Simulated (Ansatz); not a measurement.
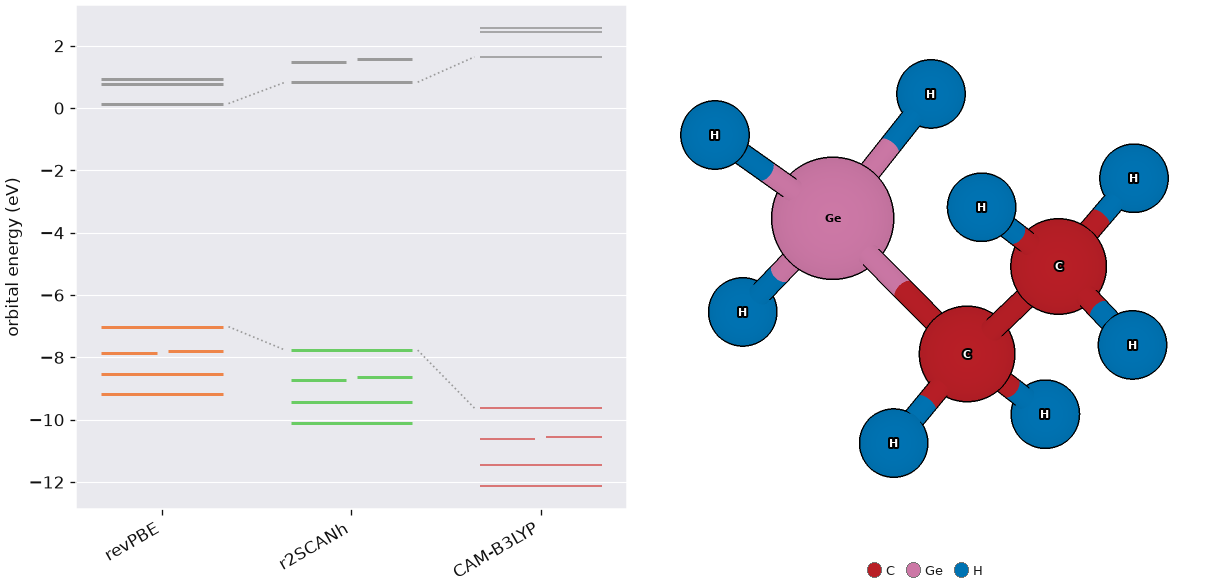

Frontier orbital energies of C₂H₈Ge, SMILES C[CH2][GeH3], singlet at one geometry, def2-TZVPP, the Ansatz code, at a PBE0-D4/def2-TZVP geometry (a minimum by its frequencies). Empty levels are grey, levels within 0.1 eV stand side by side; all columns show the same few orbitals around the gap. Dotted lines join the HOMOs and the LUMOs.

**How do the frontier levels move from column to column?**

The separation grows from 7.16 eV (revPBE) to 11.27 eV (CAM-B3LYP).

| level | HOMO (eV) | LUMO (eV) | separation (eV) |
| --- | --- | --- | --- |
| revPBE | −7.01 | 0.15 | 7.16 |
| r2SCANh | −7.77 | 0.83 | 8.60 |
| CAM-B3LYP | −9.63 | 1.64 | 11.27 |

Caveats, for all or some of the runs: empty levels above zero depend strongly on the basis; no scalar relativity up to krypton.
